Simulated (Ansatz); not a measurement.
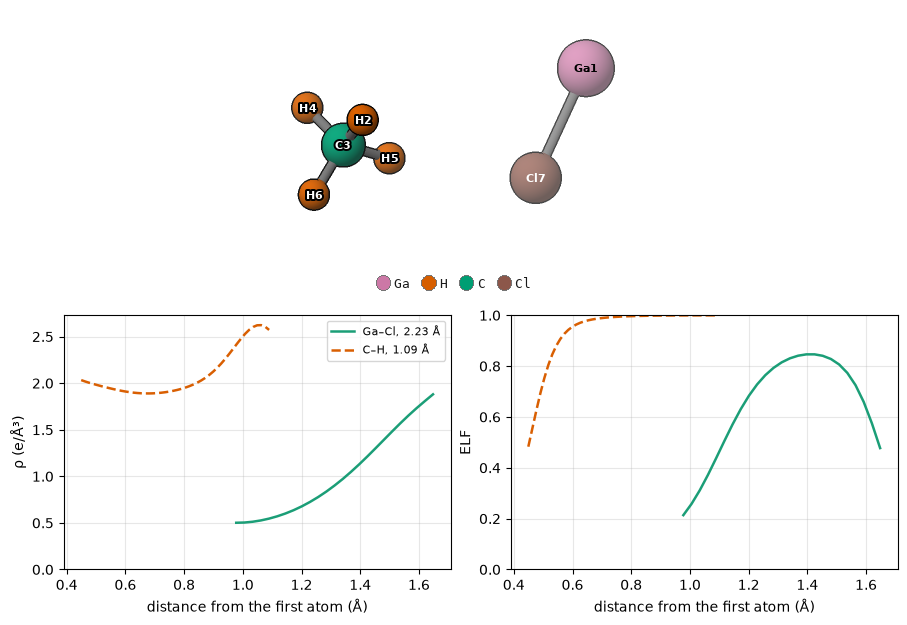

Figure. ClGa···CH$_{4}$. Electron density and electron localisation function along straight lines between neighbouring atoms. The curves leave out the atomic cores. The structure is drawn too.

Computed with RHF/def2-SVP (Ansatz).

```xyz
7

Ga   -2.6887   -1.1001   -0.3514
H     2.3573    0.3422    1.6783
C     2.5395    0.1455    0.6215
H     2.9101   -0.8727    0.5014
H     1.6131    0.2667    0.0611
H     3.2846    0.8476    0.2467
Cl   -1.3860    0.3707   -1.4155
```

Q: What can be read from the curves?

A: Ga–Cl (2.23 Å): the density is about 0.57 e/Å³ at the midpoint; the ELF peaks at about 0.85 in the valence shell of Cl, 0.8 Å from its nucleus, and is about 0.50 at the midpoint.
C–H (1.09 Å): ρ is about 1.9 e/Å³ halfway; the ELF climbs to about 1 towards the hydrogen, as it does in any bond to H; an ordinary covalent bond to hydrogen.
